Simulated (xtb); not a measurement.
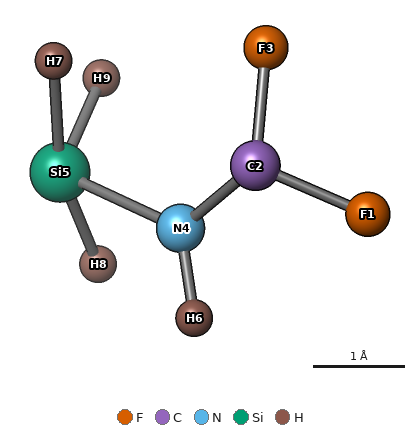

Fig. 1: The structure (ball-and-stick view, seen at a tilt; atoms are numbered from 1 in the order of the input).

## Frequency calculation, with input and output: CH4F2NSi

CH4F2NSi, multiplicity 4, SMILES F[C](F)N[SiH3], computed with GFN1-xTB, GBSA solvent benzene (xtb 6.7.1).

The geometry was optimised with GFN1-xTB/GBSA(benzene).

The input (geom.xyz)
```
9
start
F     -1.997750    -0.702219     1.344402
C     -1.355005     0.218664     0.584279
F     -0.716619     1.073757     1.410269
N     -0.492764    -0.381242    -0.323954
Si     1.112072     0.195415    -0.948684
H     -0.963654    -1.180416    -0.732892
H      0.683502     1.616108    -0.525534
H      1.601320    -1.256208    -0.943481
H      2.128877     0.416150     0.135596
```

File input.inp
```
$thermo
   imagthr=-50
$end
```

Hardware: 1 thread of Intel Xeon @ 2.90GHz (Ice Lake), 16 GiB of memory available, shared host.

Launch command:
```bash
xtb geom.xyz -c 0 -u 3 --gfn 1 --gbsa benzene reference --molden --hess --etemp 3000 -I input.inp -P 1 > run.log
```

Log
```
* xtb version 6.7.1
   ID    Z sym.   atoms
    1    9 F      1, 3
    2    6 C      2
    3    7 N      4
    4   14 Si     5
    5    1 H      6-9

           -------------------------------------------------
          |                Calculation Setup                |
           -------------------------------------------------

          program call               : xtb geom.xyz -c 0 -u 3 --gfn 1 --gbsa benzene reference --molden --hess --etemp 3000 -I input.inp -P 1
          coordinate file            : geom.xyz
          omp threads                :                     1

           -------------------------------------------------
          |                 G F N 1 - x T B                 |
           -------------------------------------------------

      * Hamiltonian:
        H0-scaling (s, p, d)           1.850000    2.250000    2.000000
        zeta-weighting                 0.000000
      * Dispersion:
        s8                             2.400000
        a1                             0.630000
        a2                             5.000000
        s9                             0.000000
      * Repulsion:
        kExp                           1.500000
        rExp                           1.000000
      * Coulomb:
        alpha                          2.000000
        third order                    atomic
        anisotropic                    false
      * Halogen bond correction:
        rad-scale                      1.300000
        damping                        0.440000

      * Solvation model:               GBSA
        Solvent                        benzene
        Parameter file                 internal GFN1-xTB/GBSA
        Dielectric constant                7.0000E+00
        Reference state                gsolv=reference [X=1]
        Free energy shift                  3.1362E-03 Eh       1.9680E+00 kcal/mol
        Temperature                        2.9815E+02 K
        Density                            8.6700E-01 kg/L
        Solvent mass                       7.8110E+01 g/mol
        Interaction kernel             Still
        Born radius scaling (c1)           1.5977E+00
        Born radii integrator          GBOBC
        Born offset                        5.3290E-02 a0       1.0070E-01 AA
        H-bond correction              false
        Ion screening                  false
        Surface tension                    1.0000E-05 Eh       1.5569E+01 dyn/cm
        Grid points                               230 per atom

          ...................................................
          :                      SETUP                      :
          :.................................................:
          :  # basis functions                  34          :
          :  # atomic orbitals                  33          :
          :  # shells                           19          :
          :  # electrons                        31          :
          :  # halogen bonds                     0          :
          :  max. iterations                   250          :
          :  Hamiltonian                  GFN1-xTB          :
          :  restarted?                      false          :
          :  GBSA solvation                   true          :
          :  PC potential                    false          :
          :  electronic temp.         3000.0000000     K    :
          :  accuracy                    1.0000000          :
          :  -> integral cutoff          0.2500000E+02      :
          :  -> integral neglect         0.1000000E-07      :
          :  -> SCF convergence          0.1000000E-05 Eh   :
          :  -> wf. convergence          0.2000000E-04 e    :
          :  Broyden damping             0.4000000          :
          :  net charge                          0          :
          :  unpaired electrons                  3          :
          ...................................................

 iter      E             dE          RMSdq      gap      omega  full diag
   1    -19.3862133 -0.193862E+02  0.576E+00    2.98       0.0  T
   2    -19.4678624 -0.816491E-01  0.393E+00    3.35       1.0  T
   3    -19.4776270 -0.976464E-02  0.183E+00    3.33       1.0  T
   4    -19.4793617 -0.173465E-02  0.181E-01    3.32       1.0  T
   5    -19.4796302 -0.268492E-03  0.340E-02    3.33       1.0  T
   6    -19.4796389 -0.872048E-05  0.441E-03    3.33       7.6  T
   7    -19.4796390 -0.149960E-06  0.924E-04    3.33      36.1  T
   8    -19.4796390 -0.297717E-09  0.492E-04    3.33      67.8  T
   9    -19.4796390 -0.218492E-09  0.154E-04    3.33     215.9  T
  10    -19.4796390 -0.272010E-09  0.474E-05    3.33     703.3  T

   *** convergence criteria satisfied after 10 iterations ***

         #    Occupation            Energy/Eh            Energy/eV
      -------------------------------------------------------------
         1        2.0000           -0.8748582             -23.8061
       ...           ...                  ...                  ...
        11        1.9999           -0.5431962             -14.7811
        12        1.9991           -0.5160434             -14.0423
        13        1.9836           -0.4884606             -13.2917
        14        1.8733           -0.4679256             -12.7329
        15        1.1441           -0.4326553             -11.7732
        16        1.0001           -0.3576280              -9.7316
        17        0.9984           -0.3108151              -8.4577 (HOMO)
        18        0.0016           -0.1883658              -5.1257 (LUMO)
        19        0.0000           -0.1171333              -3.1874
        20        0.0000           -0.1040888              -2.8324
        21                         -0.0771877              -2.1004
        22                         -0.0719574              -1.9581
       ...                                ...                  ...
        33                          1.6532489              44.9872
      -------------------------------------------------------------
                  HL-Gap            0.1224493 Eh            3.3320 eV
             Fermi-level           -0.3495718 Eh           -9.5123 eV

 SCC (total)                   0 d,  0 h,  0 min,  0.007 sec
 SCC setup                      ...        0 min,  0.000 sec (  2.833%)
 Dispersion                     ...        0 min,  0.000 sec (  0.365%)
 classical contributions        ...        0 min,  0.000 sec (  0.183%)
 integral evaluation            ...        0 min,  0.002 sec ( 24.549%)
 iterations                     ...        0 min,  0.002 sec ( 28.077%)
 molecular gradient             ...        0 min,  0.003 sec ( 42.638%)
 printout                       ...        0 min,  0.000 sec (  1.237%)

         :::::::::::::::::::::::::::::::::::::::::::::::::::::
         ::                     SUMMARY                     ::
         :::::::::::::::::::::::::::::::::::::::::::::::::::::
         :: total energy             -19.407291201062 Eh    ::
         :: total w/o Gsasa/hb       -19.404496148170 Eh    ::
         :: gradient norm              0.000212389904 Eh/a0 ::
         :: HOMO-LUMO gap              3.332016164294 eV    ::
         ::.................................................::
         :: SCC energy               -19.479639037995 Eh    ::
         :: -> electrostatic           0.044268240791 Eh    ::
         :: -> Gsolv                  -0.007061452951 Eh    ::
         ::    -> Gelec               -0.004266400059 Eh    ::
         ::    -> Gsasa               -0.005931219765 Eh    ::
         ::    -> Ghb                  0.000000000000 Eh    ::
         ::    -> Gshift               0.003136166874 Eh    ::
         :: repulsion energy           0.074878000393 Eh    ::
         :: dispersion energy         -0.002530163459 Eh    ::
         :: halogen bond corr.         0.000000000000 Eh    ::
         :: add. restraining           0.000000000000 Eh    ::
         :: total charge               0.000000000205 e     ::
         :::::::::::::::::::::::::::::::::::::::::::::::::::::

           -------------------------------------------------
          |                Numerical Hessian                |
           -------------------------------------------------
step length          :   0.00500
SCC accuracy         :   0.30000
Hessian scale factor :   1.00000
frozen atoms in %    :   0.00000    0
RMS gradient         :   0.00021
estimated CPU  time      0.01 min

writing file <hessian>.

 projected vibrational frequencies (cm⁻¹)
eigval :       -0.00    -0.00    -0.00     0.00     0.00     0.00
eigval :       17.86    84.46   172.05   284.87   343.02   456.53
eigval :      489.80   560.94   587.67   614.50   733.65   821.68
eigval :      895.65   979.41  1026.51  1199.93  1253.74  1628.84
eigval :     1697.97  1846.63  3435.03
           -------------------------------------------------
          |                Property Printout                |
           -------------------------------------------------

    * Orbital Energies and Occupations

         #    Occupation            Energy/Eh            Energy/eV
      -------------------------------------------------------------
         1        2.0000           -0.8748581             -23.8061
       ...           ...                  ...                  ...
         5        2.0000           -0.6269137             -17.0592
         6        2.0000           -0.6141507             -16.7119
         7        2.0000           -0.6017777             -16.3752
         8        2.0000           -0.5955977             -16.2070
         9        2.0000           -0.5583211             -15.1927
        10        2.0000           -0.5463218             -14.8662
        11        1.9999           -0.5431961             -14.7811
        12        1.9991           -0.5160431             -14.0422
        13        1.9836           -0.4884605             -13.2917
        14        1.8733           -0.4679254             -12.7329
        15        1.1441           -0.4326554             -11.7732
        16        1.0001           -0.3576277              -9.7315
        17        0.9984           -0.3108153              -8.4577 (HOMO)
        18        0.0016           -0.1883660              -5.1257 (LUMO)
        19        0.0000           -0.1171336              -3.1874
        20        0.0000           -0.1040890              -2.8324
        21                         -0.0771879              -2.1004
        22                         -0.0719576              -1.9581
        23                         -0.0494245              -1.3449
        24                         -0.0314514              -0.8558
        25                         -0.0241288              -0.6566
        26                          0.0181733               0.4945
        27                          0.0282471               0.7686
        28                          0.1951856               5.3113
       ...                                ...                  ...
        33                          1.6532486              44.9872
      -------------------------------------------------------------
                  HL-Gap            0.1224493 Eh            3.3320 eV
             Fermi-level           -0.3495719 Eh           -9.5123 eV

  Mulliken/CM5 charges         n(s)   n(p)   n(d)
     1F    -0.26489 -0.28069   1.836  5.429  0.000
     2C     0.44614  0.54501   1.085  2.468  0.000
     3F    -0.25334 -0.26919   1.830  5.423  0.000
     4N    -0.34410 -0.64718   1.480  3.864  0.000
     5Si    0.16285 -0.03216   1.292  1.871  0.674
     6H     0.23572  0.43179   0.764  0.000  0.000
     7H    -0.00903  0.06938   1.009  0.000  0.000
     8H    -0.03925  0.03833   1.039  0.000  0.000
     9H     0.06590  0.14470   0.934  0.000  0.000

Wiberg/Mayer (AO) data.
largest (>0.10) Wiberg bond orders for each atom

 ---------------------------------------------------------------------------
     #   Z sym  total        # sym  WBO       # sym  WBO       # sym  WBO
 ---------------------------------------------------------------------------
Molecule has no symmetry elements
It seems to be the C1 point group
     1   9 F    1.065 --     2 C    0.951
     2   6 C    3.177 --     4 N    1.183     3 F    0.959     1 F    0.951
     3   9 F    1.088 --     2 C    0.959
     4   7 N    3.223 --     2 C    1.183     5 Si   0.997     6 H    0.900
     5  14 Si   3.460 --     4 N    0.997     8 H    0.823     7 H    0.770
                             9 H    0.739
     6   1 H    0.961 --     4 N    0.900
     7   1 H    0.887 --     5 Si   0.770
     8   1 H    0.908 --     5 Si   0.823
     9   1 H    0.842 --     5 Si   0.739
 ---------------------------------------------------------------------------

Topologies differ in total number of bonds
Writing topology from bond orders to xtbtopo.mol

MOs/occ written to file <molden.input>

 dipole moment from electron density (au)
     X       Y       Z
   0.4148  -0.3983  -0.8944  total (Debye):    2.703

           -------------------------------------------------
          |               Frequency Printout                |
           -------------------------------------------------
 projected vibrational frequencies (cm⁻¹)
eigval :       -0.00    -0.00    -0.00     0.00     0.00     0.00
eigval :       17.86    84.46   172.05   284.87   343.02   456.53
eigval :      489.80   560.94   587.67   614.50   733.65   821.68
eigval :      895.65   979.41  1026.51  1199.93  1253.74  1628.84
eigval :     1697.97  1846.63  3435.03
 reduced masses (amu)
   1: 23.39   2: 16.23   3: 19.01   4: 22.10   5: 17.37   6: 17.72   7:  9.53   8: 12.22
   9: 15.21  10:  3.28  11: 19.20  12: 13.17  13:  8.64  14:  5.09  15: 13.16  16: 13.30
  17:  4.11  18:  2.18  19:  2.13  20: 13.34  21: 12.71  22: 10.84  23:  7.51  24:  1.36
  25:  2.04  26:  1.68  27:  1.85
 IR intensities (km·mol⁻¹)
   1:  0.59   2:  1.36   3:  0.33   4:  1.33   5:  0.22   6:  0.12   7:  9.65   8:  0.67
   9:  4.24  10: 11.98  11: 33.10  12: 26.96  13: 89.68  14: 36.53  15: 85.78  16: 36.47
  17:179.24  18:172.78  19: 78.07  20:140.79  21:282.73  22:267.08  23:403.37  24: 56.84
  25:185.56  26: 24.74  27: 21.64
 Raman intensities (Ä⁴*amu⁻¹)
   1:  0.00   2:  0.00   3:  0.00   4:  0.00   5:  0.00   6:  0.00   7:  0.00   8:  0.00
   9:  0.00  10:  0.00  11:  0.00  12:  0.00  13:  0.00  14:  0.00  15:  0.00  16:  0.00
  17:  0.00  18:  0.00  19:  0.00  20:  0.00  21:  0.00  22:  0.00  23:  0.00  24:  0.00
  25:  0.00  26:  0.00  27:  0.00
 output can be read by thermo (or use thermo option).
 writing <g98.out> molden fake output.
 recommended (thermochemical) frequency scaling factor: 1.0
           -------------------------------------------------
          |             Thermodynamic Functions             |
           -------------------------------------------------

c1  symmetry found (for desy threshold:  0.10E+00) used in thermo

          ...................................................
          :                      SETUP                      :
          :.................................................:
          :  # frequencies                          21      :
          :  # imaginary freq.                       0      :
          :  linear?                             false      :
          :  only rotor calc.                    false      :
          :  symmetry                               c1      :
          :  rotational number                       1      :
          :  scaling factor                  1.0000000      :
          :  rotor cutoff                   50.0000000 cm⁻¹ :
          :  imag. cutoff                  -50.0000000 cm⁻¹ :
          :.................................................:

    mode    ω/cm⁻¹     T·S(HO)/kcal·mol⁻¹    T·S(FR)/kcal·mol⁻¹   T·S(vib)
   ------------------------------------------------------------------------
       1     17.86    -2.04515 (  1.60%)    -1.36008 ( 98.40%)    -1.37104
       2     84.46    -1.12833 ( 89.06%)    -0.90092 ( 10.94%)    -1.10346
       3    172.05    -0.71944 ( 99.29%)    -0.69031 (  0.71%)    -0.71923
       4    284.87    -0.44849 ( 99.91%)    -0.54099 (  0.09%)    -0.44858
   ------------------------------------------------------------------------

   temp. (K)  partition function   enthalpy   heat capacity  entropy
                                   cal/mol     cal/K/mol   cal/K/mol   J/K/mol
 298.15  VIB   172.                 2768.489     16.939     17.170
         ROT  0.142E+06              888.752      2.981     26.557
         INT  0.244E+08             3657.241     19.920     43.727
         TR   0.912E+27             1481.254      4.968     39.582
         TOT                        5138.4951    24.8883    83.3099   348.5686

       T/K    H(0)-H(T)+PV         H(T)/Eh          T*S/Eh         G(T)/Eh
   ------------------------------------------------------------------------
    298.15    0.818871E-02    0.517717E-01    0.395832E-01    0.121885E-01
   ------------------------------------------------------------------------

         :::::::::::::::::::::::::::::::::::::::::::::::::::::
         ::                  THERMODYNAMIC                  ::
         :::::::::::::::::::::::::::::::::::::::::::::::::::::
         :: total free energy         -19.395102673767 Eh   ::
         ::.................................................::
         :: total energy              -19.407291200936 Eh   ::
         :: zero point energy           0.043583036415 Eh   ::
         :: G(RRHO) w/o ZPVE           -0.031394509246 Eh   ::
         :: G(RRHO) contrib.            0.012188527169 Eh   ::
         :::::::::::::::::::::::::::::::::::::::::::::::::::::

           -------------------------------------------------
          | TOTAL ENERGY              -19.407291200936 Eh   |
          | TOTAL ENTHALPY            -19.355519451354 Eh   |
          | TOTAL FREE ENERGY         -19.395102673767 Eh   |
          | GRADIENT NORM               0.000212280483 Eh/α |
          | HOMO-LUMO GAP               3.332015031130 eV   |
           -------------------------------------------------

------------------------------------------------------------------------
------------------------------------------------------------------------
 total:
 *  cpu-time:     0 d,  0 h,  0 min,  0.337 sec
 * ratio c/w:     1.000 speedup
 SCF:
 *  cpu-time:     0 d,  0 h,  0 min,  0.007 sec
 * ratio c/w:     1.000 speedup
 analytical hessian:
 *  cpu-time:     0 d,  0 h,  0 min,  0.323 sec
 * ratio c/w:     1.000 speedup
```

Standard error
```
normal termination of xtb
```

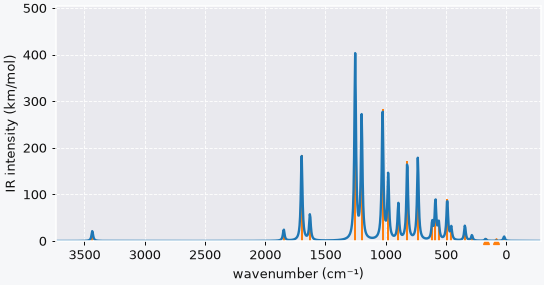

Fig. 2: Harmonic infrared spectrum, unscaled: sticks (degenerate modes added up, dark ones marked on the axis) with a Lorentzian envelope of 16 cm⁻¹ full width, scaled to the tallest stick. 21 modes from 18 to 3435 cm⁻¹, none imaginary. The strongest line is at 1254 cm⁻¹ (403 km/mol).

Key numbers

| quantity | value |
| --- | --- |
| outcome | converged |
| electrons treated | 31 |
| total energy | −19.407291 hartree |
| dispersion energy | −0.002530 hartree |
| solvation energy | −0.007061 hartree |
| basis functions | 34 |
| zero-point energy | 0.043583 hartree |
| dipole moment | 2.70 D |
| wavenumbers, lowest and highest | 18 and 3435 cm⁻¹ |
| peak memory | 0.071 GiB |

Remarks

Settings chosen away from the usual ones: method = gfn1-xtb; task = frequencies; x = {"imaginary_cutoff": -50, "etemp": 3000}; geo = {"prev": 1}; partner = multiplicity 4; sm = GBSA; solvent = benzene. These settings are looser than, or depart from, a standard set-up, so the numbers are not reference values for this system.
